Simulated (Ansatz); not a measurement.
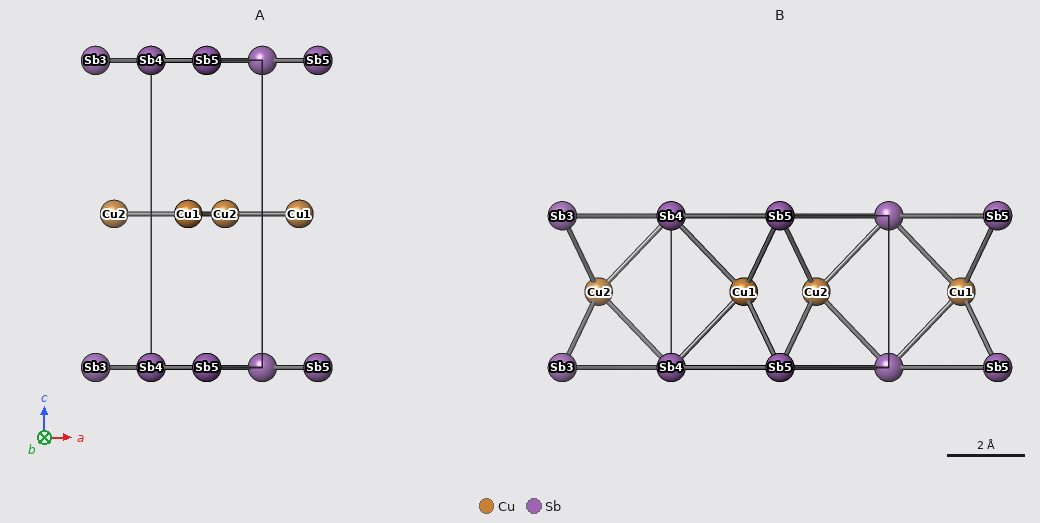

Two geometries of solid Cu2Sb3 (a generated structure, set up in P6/mmm) (coarse preliminary run), drawn at one scale. One is the start of a relaxation, the other its converged end. Style: ball-and-stick. Shown: the cell of the calculation, along the b axis.

All numbers below come from DFT PBE, scalar-relativistic, plane waves, PAW (Ansatz 0.2.0). (plane-wave cutoff 420 eV; k-point mesh 6 × 6 × 2; occupations gaussian; smearing width 0.1 eV; no spin polarisation; cell and atoms relaxed; force threshold 0.04 eV/Å; at most 70 steps)

Which geometry has the lower energy?

Structure B is the relaxed one. The atoms keep their places relative to the cell (all moves are under 0.005 Å). The volume changes by +89.4 %, with a = b 3.337 → 6.533 Å (+95.8 %), c 7.983 → 3.945 Å (−50.6 %). Some distances before and after: Cu1–Cu2 1.927 → 3.772 Å, Sb3–Sb4 1.669 → 3.267 Å, Cu1–Sb3 4.106 → 2.729 Å. New bonds form: Cu1–Sb3 (4.11 → 2.73 Å), Cu1–Sb4 (4.11 → 2.73 Å), Cu1–Sb5 (4.11 → 2.73 Å), Cu2–Sb3 (4.11 → 2.73 Å). Bonds break: Cu1–Cu2 (1.93 → 3.77 Å). The space group stays P6/mmm (No. 191). The energy falls by 32279 meV per atom in 30 accepted moves (35 points after the start). All forces vanish by symmetry, so only the cell relaxes. The pressure goes from 642.82 to −0.12 GPa. The line search rejected the trial step at point 33 of the run. The SCF was repeated 4 times at an unchanged geometry on a basis and grid sized afresh for the cell, which shifted the energy by 1625 meV per atom at most. Cost: 2.2 min on 1 thread of Intel(R) Xeon(R) Platinum 8488C (Sapphire Rapids), on a shared host, peak memory 0.51 GiB.

Limits of the set-up: the k-point mesh is coarse for a cell with partly filled bands.
